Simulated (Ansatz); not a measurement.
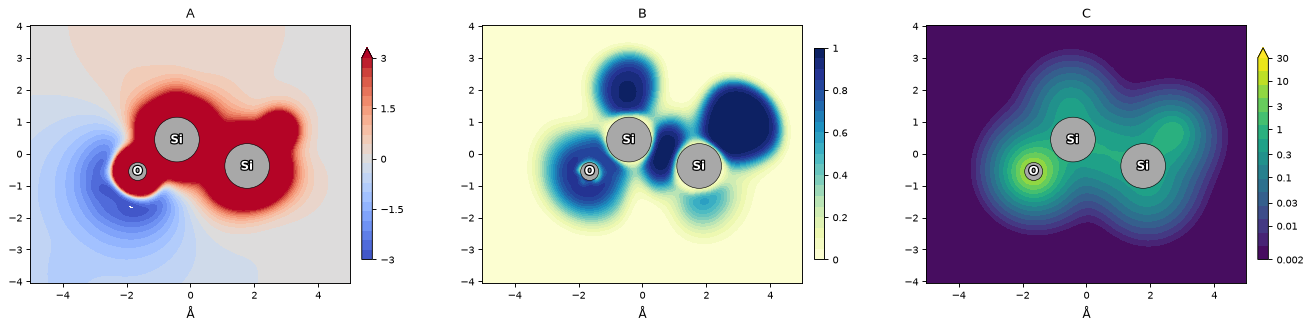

H$_{7}$NOSi$_{2}$: 3 fields on the plane of atoms O3, Si1 and Si6, with unlabelled colour scales. Grey discs cover the atomic cores.

A transition-state structure; geometry: PBE0-D4/def2-TZVP.

Level of theory: Ansatz, RKS PBE0-D4/def2-TZVPP.

> The panels show electron density, electron localisation function and electrostatic potential in some order. Assign them.

Panel A: electrostatic potential (strongly positive close to the atoms, with negative regions outside electron-rich atoms). Panel B: electron localisation function. Panel C: electron density. From the grid: Si–O (1.58 Å): the density is about 1.4 e/Å³ at the midpoint; the ELF peaks at about 0.85 between the atoms; a short, strongly polar bond. Si–Si (2.35 Å): ρ is about 0.65 e/Å³ halfway; the ELF peaks at about 1 between the atoms (a covalent bond).
